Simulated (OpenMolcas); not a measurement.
# GeClF (SMILES [F][Ge][Cl]) at HF/6-31G(d) (Cartesian functions)

Wanted: an optimisation with harmonic vibrations of GeClF. 

Program for the calculation: OpenMolcas 26.06.

3 further runs of the same task are left out: 3 set aside as unsound or not needed.

### 1 The structure to begin with

The species is GeClF (3 atoms), meant as a singlet with charge 0. SMILES: `[F][Ge][Cl]`. The coordinates come from a PBE0-D4/def2-TZVP relaxation. The run starts from this shape.

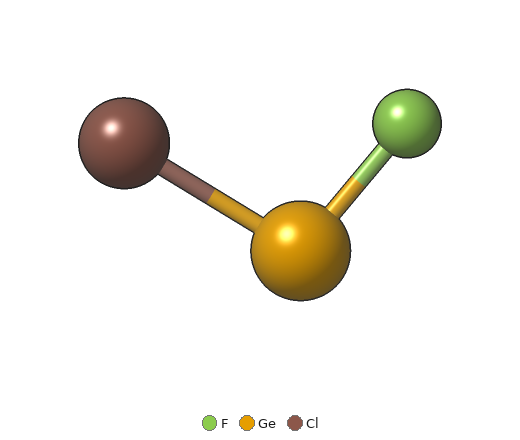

Viewed from a chosen angle; fluorine green, germanium amber, chlorine brown.

### 2 An optimisation with harmonic vibrations at HF/6-31G(d) (Cartesian functions)

The input, calc.input:

```
* ClFGe Hartree-Fock
>>> EXPORT MOLCAS_PRINT=2

&GATEWAY
  BasLib=$CurrDir
  Coord
  3
  bohr
  F      0.20862576     2.68095445     0.38966153
  Ge    -1.44148309     0.06727425    -0.77535463
  Cl     1.21244828    -2.87068296     0.36093769
  Basis=6-31Gs
  Group=NoSym
>>> EXPORT MOLCAS_MAXITER=50
>>> Do While

&SEWARD

&SCF
  PrOrbitals=0

&SLAPAF
>>> EndDo
>>> COPY $Project.Opt.xyz $CurrDir/final.xyz
>>> COPY $Project.slapaf.h5 $CurrDir/final.slapaf.h5

&MCKINLEY

&MCLR
  Thermochemistry
  1
  1.0
  298.15
  End of PT
```

The basis set 6-31G* is read from a file made from the Basis Set Exchange's data (not shown).

Run with:

```bash
$ export MOLCAS_MEM=1860
$ pymolcas calc.input > calc.log
```

Output:

```text
--- Start Module: gateway ---
[...]
--- Stop Module: gateway /rc=_RC_ALL_IS_WELL_ ---
[...]
      Basis functions           69
[...]
       Convergence after  11 Iterations
[...]
::    Total SCF energy                              -2634.0788623425
[...]
 *              Molecular gradients               *
 **************************************************
  Irreducible representation: a
 ------------------------------------------------------------------------------------------
                              X                       Y                       Z
 ------------------------------------------------------------------------------------------
  F1                6.80557810326832E-03    1.21716013363091E-02    4.94863050865391E-03
  GE2              -3.59459749822832E-03   -1.48605697456170E-02   -3.48444524622948E-03
  CL3              -3.21098060502578E-03    2.68896840936961E-03   -1.46418526241021E-03
 ------------------------------------------------------------------------------------------
[...]
 Geometry is converged in   5 iterations to a Minimum Structure
*****************************************************************************************************************
*****************************************************************************************************************
++ Geometry section
********************************************************************************
  Geometrical information of the final structure
********************************************************************************
  NOTE: on convergence the final predicted structure will be printed here.
  This is not identical to the structure printed in the head of the output.
 *********************************************************
[...]
       Convergence after   3 Iterations
[...]
::    Total SCF energy                              -2634.0793457201
[...]
      Total spin, S                                     0.0000000000
[...]
      Total electronic charge=   58.000000
      Total            charge=   -0.000000
[...]
      Dipole Moment (debye):
      Origin of the operator (angstrom)=   -0.2498   -0.1768   -0.1539
                   X= -2.3562E+00               Y=  3.2315E-01               Z= -1.2448E+00           Total=  2.6843E+00
      Quadrupole Moment (debye*angstrom):
[...]
--- Start Module: mclr ---
[...]
     Frequency:        i0.01      0.01      0.01      4.43      5.51      7.58
[...]
     Frequency:       228.90    400.36    741.33
[...]
--- Stop Module: mclr /rc=_RC_ALL_IS_WELL_ ---
[...]
--- Start Module: mclr ---
[...]
        Frequency:            7.58 cm-1
      ---------------------------------
[...]
        Frequency:          228.90 cm-1
      ---------------------------------
[...]
        Frequency:          400.36 cm-1
      ---------------------------------
[...]
        Frequency:          741.33 cm-1
      ---------------------------------
[...]
--- Stop Module: mclr /rc=_RC_ALL_IS_WELL_ ---
[...]
```

Wall time 36 s (1 thread of Intel Xeon 6975P-C (Granite Rapids), shared host); peak memory 1 GiB.

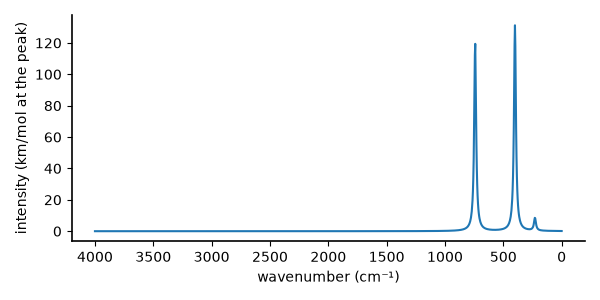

Harmonic infrared spectrum, unscaled, lines broadened by 10 cm⁻¹.

### 3 Outcome

At HF/6-31G* (Cartesian functions):

```
                                                           quantity             value
                                                       total energy    -2634.07935 Eh
                                                      dipole moment            2.68 D
                                                        HOMO energy         -10.98 eV
                                                        LUMO energy           0.17 eV
                                                      HOMO–LUMO gap          11.15 eV
                                         lowest harmonic wavenumber          229 cm⁻¹
                                        highest harmonic wavenumber          741 cm⁻¹
                                                  zero-point energy        8.2 kJ/mol
ideal-gas entropy at 298.15 K and 1 atm (symmetry number 1 as used)  68.8 cal/(mol K)
```

**Reading.** At the final geometry: Bond lengths: F1–Ge2 1.721 Å, Ge2–Cl3 2.199 Å. Angles: F1–Ge2–Cl3 97.8°. All 3 modes are real, so the shape is a minimum at this level.
